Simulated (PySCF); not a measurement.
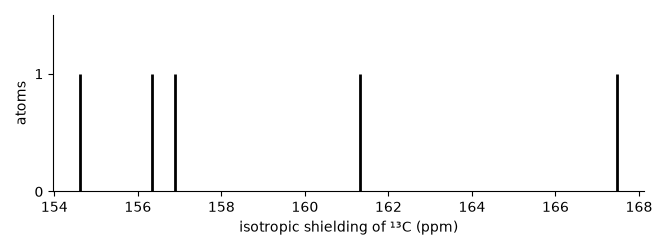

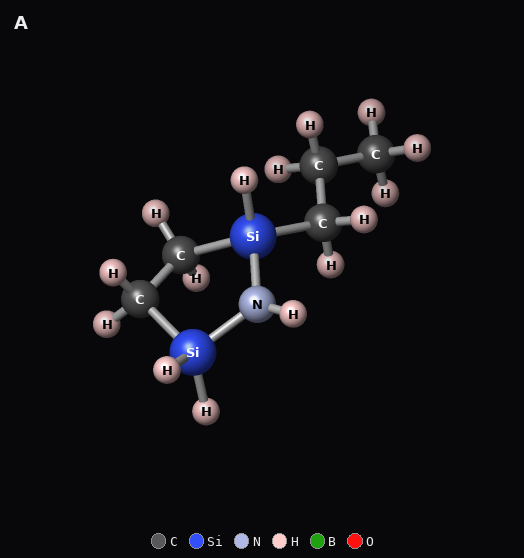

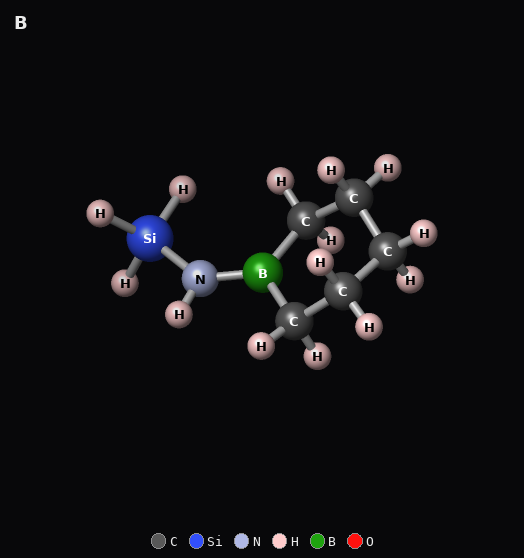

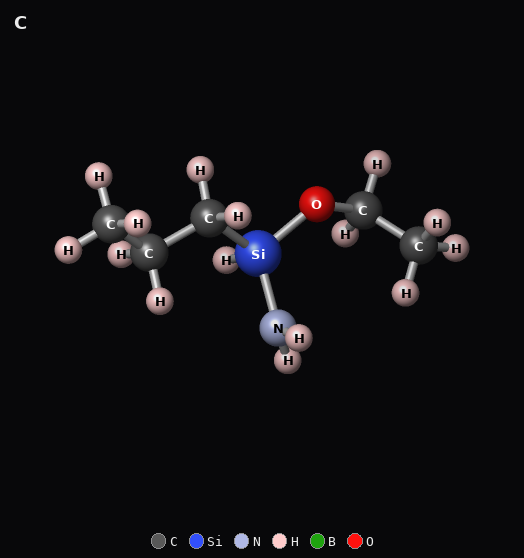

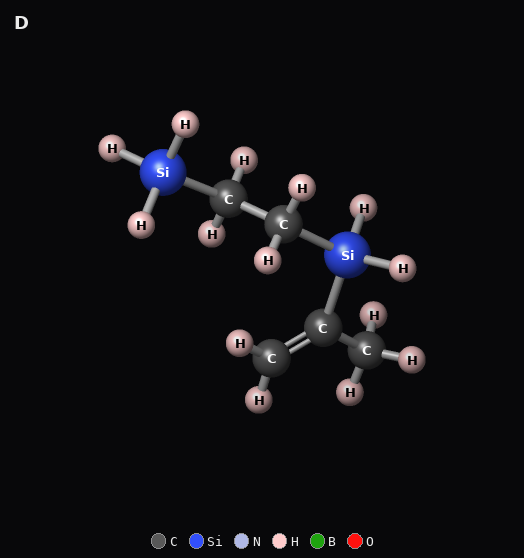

The sticks are computed shieldings of one of the molecules, for one fixed geometry (GFN2-xTB) without averaging over rotations. Low shielding means a high chemical shift. Method: GIAO PBE0/pcSseg-1 NMR shielding, non-relativistic, gas phase (PySCF 2.14.0).

> Which molecule gives this pattern?

B, `[SiH3]NB1CCCCC1`. Its 5 C atoms give lines at 154.6, 156.3, 156.9, 161.3, 167.5 ppm.

The geometry is semi-empirical. Around B, Si such bond lengths and angles can be off by a tenth of an ångström or more and by several degrees, and values that hang on the shape move with them.
